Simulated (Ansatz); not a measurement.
**Geometry relaxation, with input and output: CH₁₀N₂Si (part 2 of 2)**

The same run, continued: CH₁₀N₂Si; RKS LDA/def2-SVP (Ansatz 0.2.0). The input holds or restrains some coordinates. It belongs to a series of runs on one base structure; here: pulled along the bonds that form and break, towards end B.

Geometry of the input (Å):
```
Si -0.8440  0.0285  -1.1863
N  -0.6966  -1.6424  0.1119
H  0.4157  0.4076  -1.8180
H  -1.9868  0.8549  -0.8080
H  -1.4427  -0.8163  -2.2678
H  -0.1875  -0.6561  0.8677
N  0.0456  0.6448  0.6443
C  1.4354  1.0255  0.7512
H  -1.5788  -2.0644  0.3583
H  -0.0659  -2.3548  -0.2219
H  -0.5287  1.2111  1.2558
H  1.5977  2.0627  0.4323
H  1.8089  0.9214  1.7763
H  2.0276  0.3774  0.1042
```

Trajectory as extended XYZ, continued:
```
14
Properties=species:S:1:pos:R:3:forces:R:3 step=6 energy=-11983.10902
Si   -0.7512    0.3973   -1.1507    0.4154   0.7696   0.6084
N    -0.6161   -2.1924    0.6042   -0.3190  -0.4649  -0.4990
H     0.4544    0.7075   -2.0442   -0.4614   0.2547  -0.0931
H    -2.0707    1.1531   -0.9874    0.2876   0.0888  -0.3972
H    -1.2770   -0.8638   -1.8710    0.2813  -0.0925   0.6384
H    -0.2998   -1.2886    0.9715    0.0349   0.2623  -0.0509
N    -0.0016    0.9258    0.3828   -0.3933  -0.7588  -0.2539
C     1.4085    1.0803    0.6557   -0.2602  -0.0970   0.0560
H    -1.6150   -2.0937    0.3221    0.5878  -0.0190   0.1430
H    -0.0728   -2.3952   -0.2612   -0.3018   0.1571   0.4636
H    -0.6104    1.2029    1.1718    0.1149  -0.1228  -0.4154
H     1.7662    2.1160    0.4393    0.0741   0.0191   0.0025
H     1.6598    0.8633    1.7237   -0.0326  -0.0157  -0.1650
H     2.0256    0.3873    0.0433   -0.0276   0.0191  -0.0376
14
Properties=species:S:1:pos:R:3:forces:R:3 step=7 energy=-11983.36354
Si   -0.7440    0.4206   -1.1601    0.4842   0.5618   0.6709
N    -0.6300   -2.1867    0.5837   -0.1903  -0.5772  -0.0410
H     0.3820    0.7678   -2.1230   -0.3167   0.1747  -0.0541
H    -2.0355    1.2196   -1.1146    0.2058   0.0847  -0.2380
H    -1.2361   -0.9222   -1.6843    0.2081   0.0301   0.3089
H    -0.2905   -1.3571    1.0872   -0.0276   0.1423  -0.2583
N     0.0069    0.8297    0.4009   -0.5197  -0.4548  -0.5822
C     1.4054    1.0623    0.6569   -0.2276  -0.0797  -0.0832
H    -1.6111   -2.0222    0.2907    0.4709  -0.0122   0.0960
H    -0.0602   -2.3187   -0.2719   -0.2575   0.1590   0.3647
H    -0.6311    1.1507    1.1424    0.1547  -0.0309  -0.1826
H     1.7236    2.1183    0.4737    0.0210   0.0300   0.0074
H     1.6749    0.8160    1.7085    0.0443  -0.0321  -0.0098
H     2.0456    0.4219    0.0099   -0.0497   0.0043   0.0012
14
Properties=species:S:1:pos:R:3:forces:R:3 step=8 energy=-11983.46513
Si   -0.6948    0.4076   -1.1413    0.3453   0.7477   0.5523
N    -0.7028   -2.2213    0.5781   -0.1144  -0.6132   0.2462
H     0.3128    0.8773   -2.1723   -0.1434   0.0748   0.0146
H    -2.0105    1.1636   -1.1519    0.1455  -0.0053  -0.0700
H    -1.0824   -0.9871   -1.5744    0.1848   0.0795   0.1040
H    -0.4294   -1.3596    1.0651    0.0741   0.2079  -0.1512
N     0.0500    0.8119    0.4242   -0.5403  -0.5206  -0.8437
C     1.4394    1.0946    0.6555   -0.0884  -0.0261  -0.0708
H    -1.6925   -2.1329    0.3021    0.2163   0.0043  -0.0001
H    -0.1443   -2.2861   -0.2861   -0.1637   0.0571   0.2154
H    -0.5959    1.1463    1.1471    0.0720   0.0349  -0.0339
H     1.7211    2.1679    0.5046   -0.0250  -0.0061   0.0220
H     1.7497    0.8124    1.6862    0.0500  -0.0228   0.0117
H     2.0795    0.5053   -0.0369   -0.0128  -0.0119   0.0033
14
Properties=species:S:1:pos:R:3:forces:R:3 step=9 energy=-11983.51211
Si   -0.6818    0.3973   -1.1336    0.6564   0.8614   0.3829
N    -0.7701   -2.2305    0.5981   -0.1648  -0.5838   0.3665
H     0.2330    1.0059   -2.1892   -0.1227  -0.0486   0.1081
H    -2.0153    1.1098   -1.1664    0.0100  -0.1545   0.0611
H    -0.8997   -1.0358   -1.5533    0.0705   0.1881   0.0240
H    -0.4549   -1.3753    1.0700    0.0563   0.2601  -0.0806
N     0.0631    0.7912    0.4369   -0.5926  -0.5172  -0.9306
C     1.4490    1.0958    0.6469    0.0179  -0.0002  -0.0398
H    -1.7376   -2.0772    0.2795    0.1420  -0.0176   0.0133
H    -0.1880   -2.3352   -0.2416   -0.0787   0.0000   0.0480
H    -0.5806    1.1506    1.1471    0.0235   0.0473   0.0319
H     1.7085    2.1794    0.5214   -0.0236  -0.0514   0.0164
H     1.7913    0.7871    1.6616    0.0273   0.0012  -0.0195
H     2.0829    0.5370   -0.0773   -0.0215   0.0151   0.0185
14
Properties=species:S:1:pos:R:3:forces:R:3 step=10 energy=-11983.56342
Si   -0.6430    0.3819   -1.1370    0.6744   0.8650   0.3145
N    -0.8553   -2.2263    0.6181   -0.1883  -0.4987   0.3277
H     0.1758    1.1311   -2.1953   -0.1734  -0.1474   0.2012
H    -2.0387    0.9680   -1.1295    0.0547  -0.2143   0.0952
H    -0.7070   -1.0577   -1.6007    0.0836   0.2432   0.0355
H    -0.4979   -1.3750    1.0660    0.0713   0.2708  -0.0543
N     0.0929    0.7752    0.4380   -0.5712  -0.5081  -0.9318
C     1.4722    1.1132    0.6387    0.0561  -0.0072  -0.0230
H    -1.8145   -2.0355    0.2967    0.0906  -0.0137   0.0023
H    -0.2795   -2.3768   -0.2183   -0.0690  -0.0051   0.0187
H    -0.5538    1.1199    1.1531    0.0118   0.0370   0.0130
H     1.7012    2.2066    0.5351   -0.0224  -0.0761   0.0152
H     1.8366    0.7882    1.6420    0.0144   0.0230  -0.0537
H     2.1110    0.5872   -0.1071   -0.0326   0.0317   0.0395
14
Properties=species:S:1:pos:R:3:forces:R:3 step=11 energy=-11983.62817
Si   -0.6051    0.3693   -1.1431    0.4232   0.7392   0.5039
N    -0.9384   -2.2055    0.6273   -0.1370  -0.4348   0.2214
H     0.1118    1.2273   -2.1886   -0.1838  -0.1256   0.1525
H    -2.0699    0.7843   -1.0596    0.2833  -0.2118   0.0224
H    -0.5139   -1.0582   -1.6466    0.0885   0.2429   0.0486
H    -0.5380   -1.3615    1.0534    0.0699   0.2559  -0.0588
N     0.1203    0.7688    0.4348   -0.5399  -0.5043  -0.8868
C     1.4949    1.1260    0.6309    0.0548   0.0004  -0.0174
H    -1.8844   -1.9767    0.2935    0.0641   0.0030  -0.0038
H    -0.3632   -2.4128   -0.1994   -0.1097   0.0220   0.0606
H    -0.5273    1.1008    1.1562    0.0131   0.0176  -0.0352
H     1.7027    2.2245    0.5407    0.0014  -0.0696   0.0121
H     1.8731    0.7932    1.6271    0.0061   0.0304  -0.0627
H     2.1371    0.6205   -0.1266   -0.0339   0.0347   0.0431
14
Properties=species:S:1:pos:R:3:forces:R:3 step=12 energy=-11983.69297
Si   -0.5752    0.3599   -1.1443    0.6923   0.5719   0.7884
N    -1.0123   -2.1892    0.6324   -0.1088  -0.3911   0.1366
H     0.0125    1.2995   -2.1770   -0.0685   0.0237  -0.0129
H    -2.0429    0.6015   -1.0134   -0.1904  -0.0459   0.0301
H    -0.3336   -1.0253   -1.6752    0.1180  -0.0061  -0.0085
H    -0.5736   -1.3556    1.0411    0.0819   0.2701  -0.0421
N     0.1423    0.7608    0.4367   -0.4881  -0.4957  -0.8821
C     1.5135    1.1348    0.6253    0.0395   0.0047  -0.0131
H    -1.9462   -1.9246    0.2928    0.0443   0.0173  -0.0075
H    -0.4456   -2.4367   -0.1895   -0.1066   0.0248   0.0517
H    -0.5071    1.0964    1.1546    0.0037   0.0233  -0.0337
H     1.7070    2.2359    0.5409    0.0112  -0.0531   0.0053
H     1.9048    0.8004    1.6155    0.0021   0.0296  -0.0475
H     2.1562    0.6422   -0.1400   -0.0307   0.0266   0.0352
14
Properties=species:S:1:pos:R:3:forces:R:3 step=13 energy=-11983.74285
Si   -0.5477    0.3575   -1.1302    0.4636   0.4531   0.7800
N    -1.0670   -2.1847    0.6257   -0.1242  -0.3347   0.0950
H    -0.0853    1.3859   -2.1457   -0.0672  -0.0206  -0.0015
H    -2.0391    0.4368   -0.9816   -0.0389  -0.0343  -0.0057
H    -0.1382   -0.9847   -1.6794    0.0862   0.0607   0.0070
H    -0.5890   -1.3704    1.0302    0.0981   0.2837  -0.0151
N     0.1496    0.7482    0.4601   -0.5142  -0.4753  -0.8519
C     1.5210    1.1274    0.6162    0.1313   0.0516   0.0462
H    -1.9872   -1.8704    0.2911    0.0368   0.0099  -0.0031
H    -0.5192   -2.4503   -0.2025   -0.0673   0.0006   0.0129
H    -0.4955    1.1457    1.1507    0.0063   0.0079  -0.0382
H     1.7185    2.2232    0.4872    0.0180  -0.0349  -0.0193
H     1.9259    0.8346    1.6137   -0.0076   0.0123  -0.0304
H     2.1530    0.6011   -0.1355   -0.0210   0.0200   0.0240
14
Properties=species:S:1:pos:R:3:forces:R:3 step=14 energy=-11983.76616
Si   -0.5347    0.3549   -1.1093    0.4567   0.3123   0.6073
N    -1.1212   -2.1842    0.6207   -0.1242  -0.2634   0.0305
H    -0.1964    1.4332   -2.1324   -0.0655  -0.0585   0.0988
H    -2.0363    0.2991   -0.9612    0.1365  -0.0256  -0.0032
H     0.0460   -0.9264   -1.6824   -0.0647   0.1859   0.1087
H    -0.6081   -1.3770    0.9973    0.1227   0.2709   0.0216
N     0.1626    0.7443    0.4840   -0.5420  -0.4074  -0.8573
C     1.5374    1.1294    0.6152    0.1070   0.0320   0.0283
H    -2.0288   -1.8342    0.2851    0.0515  -0.0168   0.0069
H    -0.5948   -2.4888   -0.2087   -0.0574  -0.0016   0.0164
H    -0.4776    1.1870    1.1532    0.0331  -0.0046  -0.0367
H     1.7411    2.2185    0.4440   -0.0118  -0.0396  -0.0122
H     1.9507    0.8693    1.6181   -0.0240   0.0155  -0.0242
H     2.1599    0.5748   -0.1236   -0.0180   0.0008   0.0151
14
Properties=species:S:1:pos:R:3:forces:R:3 step=15 energy=-11983.75274 accepted=F
Si   -0.5597    0.3774   -1.1215    0.4483   0.4587   0.7939
N    -1.0824   -2.1728    0.6119   -0.1357  -0.3444   0.0268
H    -0.3878    1.4912   -2.1362    0.0311  -0.0078  -0.0273
H    -2.0352    0.1885   -0.9364   -0.0517  -0.0253   0.0133
H     0.1310   -0.8341   -1.6839    0.0237   0.0132  -0.0099
H    -0.5631   -1.3586    0.9609    0.1243   0.3393   0.0447
N     0.1433    0.7885    0.4650   -0.3678  -0.4122  -0.8772
C     1.5448    1.0775    0.6172   -0.3699   0.2294   1.4319
H    -2.0000   -1.8311    0.2981    0.0371  -0.0004   0.0123
H    -0.5847   -2.4930   -0.2284   -0.0212  -0.0065   0.0016
H    -0.4683    1.3372    1.0804    0.0174  -0.0305  -0.0105
H     1.8340    2.1280    0.3868    0.0735   0.1243  -0.1487
H     1.8835    0.8860    1.6918   -0.2056   0.1095  -0.7484
H     2.1446    0.4153   -0.0055    0.3965  -0.4472  -0.5025
14
Properties=species:S:1:pos:R:3:forces:R:3 step=16 energy=-11983.77492
Si   -0.5281    0.3584   -1.1124    0.3594   0.3930   0.7909
N    -1.1317   -2.1782    0.6129   -0.1262  -0.3215   0.0240
H    -0.2803    1.4762   -2.1147   -0.0181  -0.0762   0.0351
H    -2.0182    0.2082   -0.9425    0.0855   0.0182  -0.0324
H     0.1190   -0.8831   -1.6758   -0.0004   0.0876   0.0101
H    -0.5981   -1.3802    0.9785    0.1485   0.3067   0.0349
N     0.1630    0.7486    0.4853   -0.4786  -0.3955  -0.8545
C     1.5436    1.1193    0.6171    0.0472  -0.0065   0.0757
H    -2.0357   -1.8106    0.2897    0.0223  -0.0036   0.0048
H    -0.6283   -2.4988   -0.2244   -0.0305  -0.0027   0.0158
H    -0.4727    1.2284    1.1330    0.0236  -0.0083  -0.0227
H     1.7661    2.1958    0.3994    0.0074  -0.0294  -0.0166
H     1.9370    0.8987    1.6388   -0.0376   0.0287  -0.0682
H     2.1643    0.5172   -0.0849   -0.0026   0.0095   0.0031
```

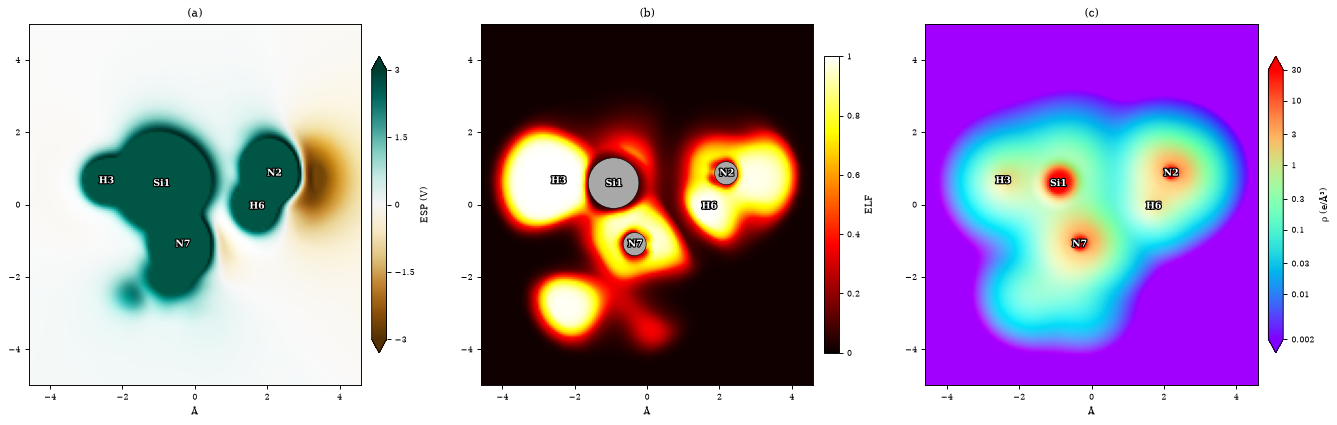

Fig. 1: (a) electrostatic potential; (b) ELF; (c) electron density on the plane of atoms H3, Si1 and N7. Grey discs, where drawn, cover atomic cores. The section cuts through Si, N and H sites. Si1···N2 (3.13 Å): ρ is about 0.09 e/Å³ halfway; the ELF is only about 0.05 between them. Si–H (1.52 Å): ρ is about 0.74 e/Å³ halfway; the ELF climbs to about 1 towards the hydrogen.

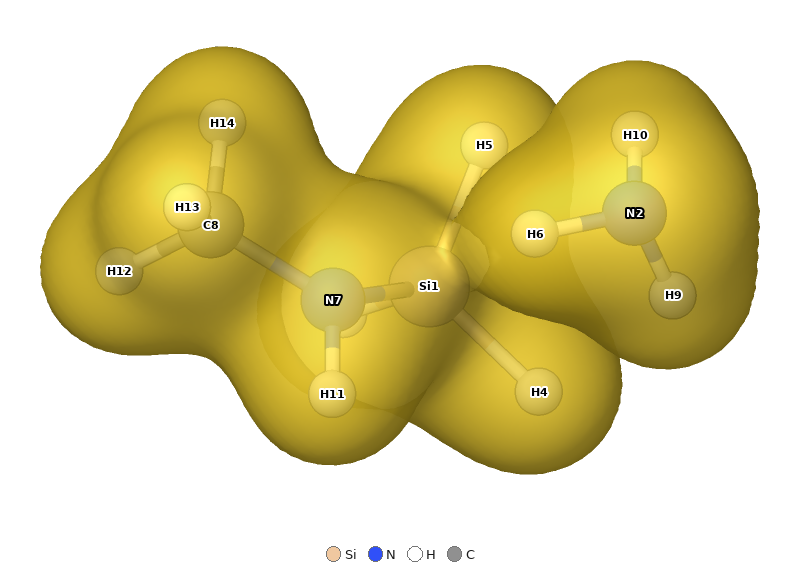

Fig. 2: Isosurface of the electron density at 0.1 e/Å³ (yellow), seen from the side. At this value the surface is in one piece. It is pinched off along the Si···N (3.13 Å) contacts. On the grid the lowest density along these lines, outside the cores, is 0.09 e/Å³ (Si···N, 3.13 Å), 1.8 e/Å³ (C–N, 1.44 Å), 0.8 e/Å³ (Si–N, 1.78 Å) and 2.1 e/Å³ (N–H, 1.03 Å).

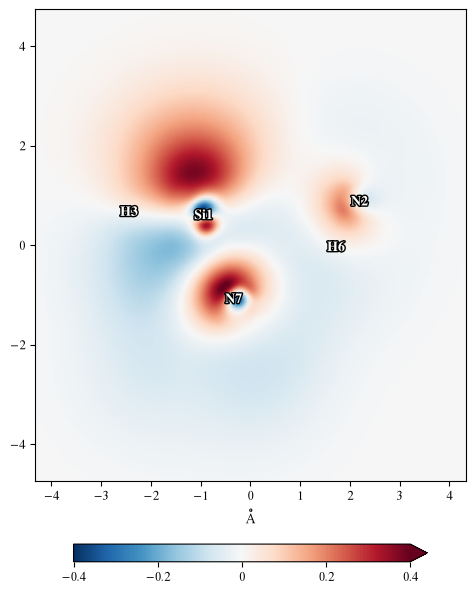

Fig. 3: The LUMO on the plane of atoms H3, Si1 and N7 (values in Å⁻³ᐟ²; the overall sign is arbitrary). It lies mainly on Si1 (40 %), N7 (10 %) and H11 (10 %). Its energy is −0.46 eV.

Results in brief:

| quantity | value |
| --- | --- |
| outcome | converged under the restraints of the input |
| total energy | −11983.7750 eV |
| mean-field energy | −11983.7750 eV |
| largest force (length of the vector) at the end, held atoms and coordinates included | 1.056 eV/Å |
| hardware | 2 threads of Intel Xeon (Granite Rapids), 16 GiB of memory available, shared host |
| wall time | 13 s (CPU time 24 s) |
| peak memory | 0.16 GiB |
